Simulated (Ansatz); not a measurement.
**ClH3NOSi (SMILES [NH3+][Si](=O)Cl) (charge +1): density, localisation and related maps**

Input

```
basis:
  gaussian:
    orbitals: def2-TZVPD
crystal:
  periodic: [false, false, false]
  atoms:
    - {symbol: Cl, position_ang: [0.915544, 0.502751, -4.543818]}
    - {symbol: N, position_ang: [-0.650082, -0.201842, -2.001173]}
    - {symbol: O, position_ang: [2.001197, -1.204210, -1.931498]}
    - {symbol: Si, position_ang: [1.045738, -0.419929, -2.800369]}
    - {symbol: H, position_ang: [-0.626593, -0.671344, -1.082162]}
    - {symbol: H, position_ang: [-1.422553, -0.618511, -2.542885]}
    - {symbol: H, position_ang: [-0.911221, 0.782876, -1.840085]}
total_charge: 1
hamiltonian:
  xc: {name: PBE0}
output:
  forces: true
  orbitals: {seedname: orbitals}
```

Run with:

```sh
ansatz run input.yaml --threads 1 --pin off --max-ram 2610MiB --events-out events.jsonl --progress --plain --runs-dir runs
```

Geometry: PBE0-D3(BJ)/def2-SVP.

The calculation used isolated molecule in a Gaussian basis; Kohn-Sham density functional theory, functional PBE0 (Ansatz 0.2.0).

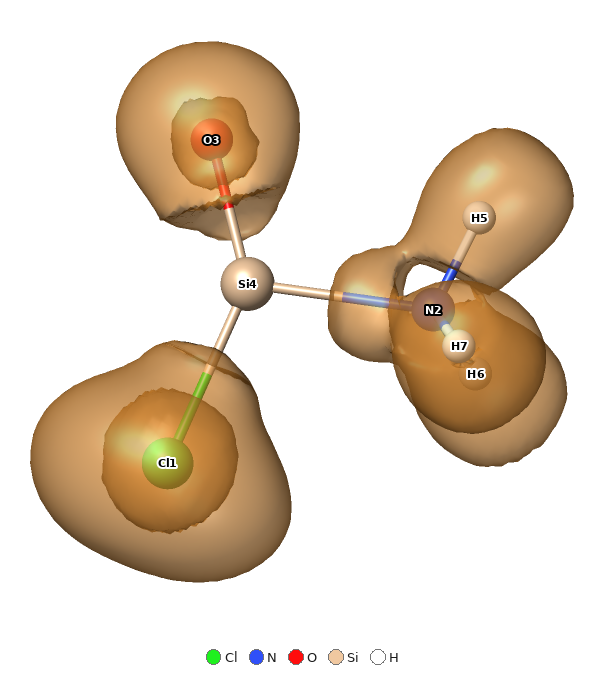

Figure 1. Isosurface of the ELF at 0.75 (orange), seen at a tilt. Only the valence region is drawn (cores and ρ < 0.01 e/Å³ removed).

### Describe the localisation domains.

The surface consists of one region on Cl in which the atom's valence shell and bonds are merged, one region wrapped around O (its lone pairs, merged into a ring or cap) and one joined region spread over several atoms (H, N), in which their bonds and any lone pairs are merged.


Si–O (1.51 Å): the ELF peaks at about 0.80 in the valence shell of O, 0.6 Å from its nucleus, and is about 0.55 at the midpoint. Si–N (1.89 Å): the ELF peaks at about 0.95 between the atoms (a shared but strongly polarised pair).

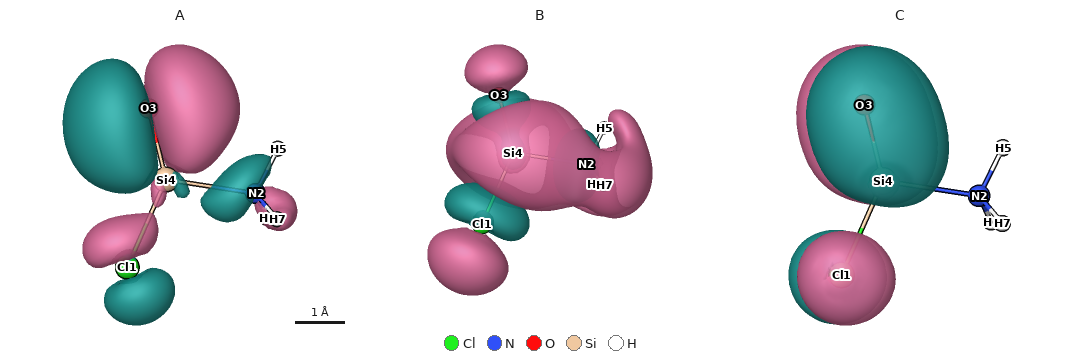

Figure 2. Three frontier orbitals at ±0.06 Å⁻³ᐟ² (teal and pink are the two phases), in no order.

### Order the three orbitals by energy and name them.

C is the HOMO−1 (−14.42 eV). By Hirshfeld shares it lies mainly on O3 (about 70 %), Si4 (about 20 %) and Cl1 (about 10 %). A is the HOMO (−14.12 eV). By Hirshfeld shares it lies mainly on O3 (about 75 %) and Si4 (about 15 %); largely a lone pair of O3. B is the LUMO (−7.29 eV). Its weight (Hirshfeld) is mainly on Si4 (about 50 %), Cl1 (about 20 %), O3 (about 10 %) and N2 (about 10 %).

### What is the HOMO–LUMO gap?

6.83 eV between the orbital energies.

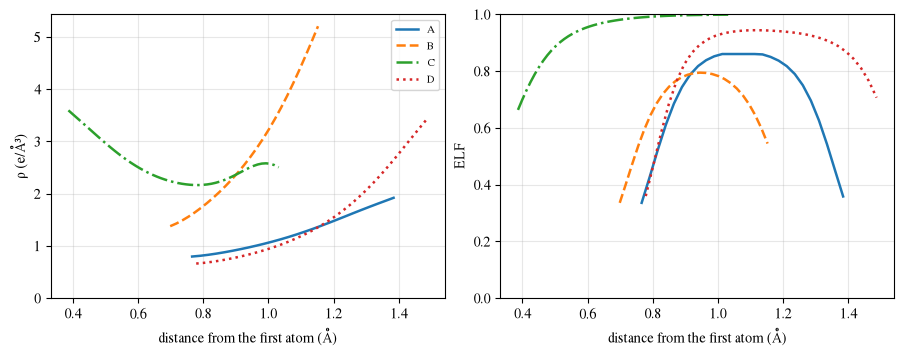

Figure 3. Electron density and electron localisation function along straight lines between neighbouring atoms. The curves leave out the atomic cores.

### Which curve belongs to which contact (N–H, Si–Cl, Si–N and Si–O)? The first atom named is at distance zero.

Curve A: Si–Cl (1.98 Å): the density is about 1 e/Å³ at the midpoint; the ELF peaks at about 0.85 between the atoms (a shared but strongly polarised pair). Curve B: Si–O (1.51 Å): the density is about 1.6 e/Å³ at the midpoint; the ELF peaks at about 0.80 in the valence shell of O, 0.6 Å from its nucleus, and is about 0.55 at the midpoint. Curve C: N–H (1.03 Å): ρ is about 2.9 e/Å³ halfway; the ELF climbs to about 1 towards the hydrogen, as it does in any bond to H (a covalent bond by its length). Curve D: Si–N (1.89 Å): ρ is about 0.84 e/Å³ halfway; the ELF peaks at about 0.95 between the atoms: a polar covalent bond.
